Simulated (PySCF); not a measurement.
C₄H₇NSi, SMILES C[Si@@H]1C[C@H]1C#N, geometry in Å:

```xyz
13

C      2.0638     0.2032    -0.4462
Si     0.5434     0.1064     0.6258
C     -0.7581    -1.1737     0.3240
C     -1.1474     0.2377    -0.1986
C     -2.2330     0.9249     0.4325
N     -3.0990     1.4791     0.9711
H      2.4413     1.2353    -0.5019
H      1.8264    -0.1350    -1.4658
H      2.8674    -0.4372    -0.0506
H      0.6349     0.6764     1.9911
H     -1.3539    -1.5402     1.1667
H     -0.6224    -1.9312    -0.4552
H     -1.1521     0.3448    -1.2909
```

Simulated rotational absorption lines between 6 and 18 GHz at 10 K: rigid rotor with the equilibrium constants and dipole of one optimised conformer (PBE0-D3(BJ)/def2-SVP, PySCF 2.14.0), commonest isotopes; no centrifugal distortion, hyperfine structure, internal rotation or nuclear-spin weights; lines within 1 MHz of each other are summed.

Q: What are the rotational constants, and what kind of rotor is it?

A: Rotational constants A, B, C = 7.314, 1.588, 1.475 GHz; Ray's κ = −0.96, a near-prolate asymmetric top.

Q: Which dipole components drive the lines?

A:
|μa|, |μb|, |μc| = 5.34, 0.94, 0.87 D; a-type lines carry 92 % of the intensity in this range.

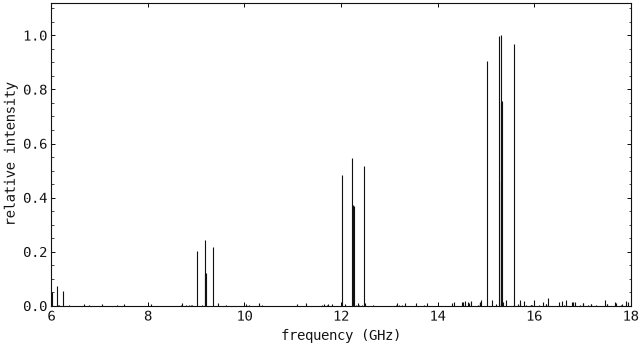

Note: coarse grid, loose stop and no frequency check, small forces are noise and the end may be a saddle.
